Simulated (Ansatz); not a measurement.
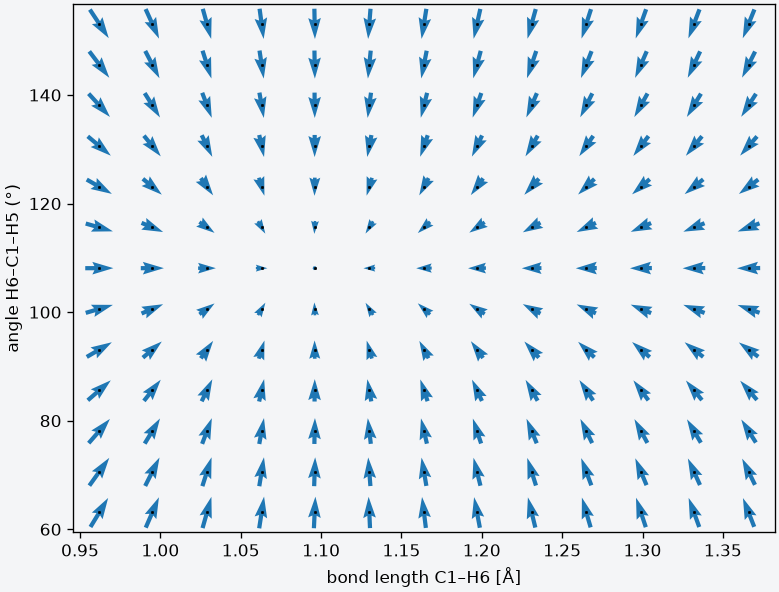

CH₅AlO, SMILES [CH3][AlH][OH]. First axis: bond length C1–H6. Second axis: angle H6–C1–H5. Nothing is relaxed (all other coordinates rigid). The scan uses a 13 × 13 grid. Points are written as (first, second). Computed with Ansatz 0.2.0, RKS CAM-B3LYP-D4/def2-TZVP.

Drawn: dots at the grid points, arrows along the force (downhill), their lengths compressed.

> The arrows alone are given. Where is the energy lowest?

The arrows converge at about (1.093 Å, 108°) (read from the interpolated surface).

The energy map of the same scan:

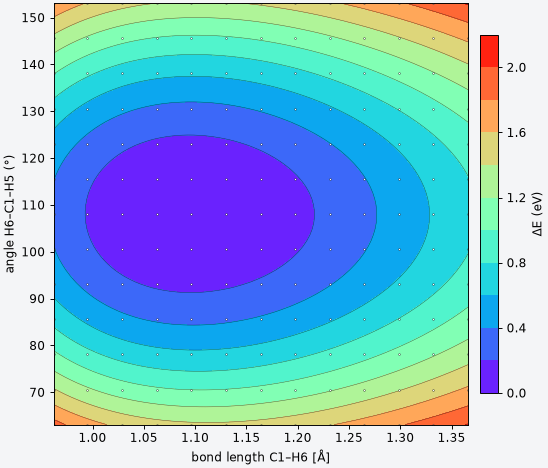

Energies are in eV, from the relaxed molecule at the same level; between grid points the surface is interpolated.
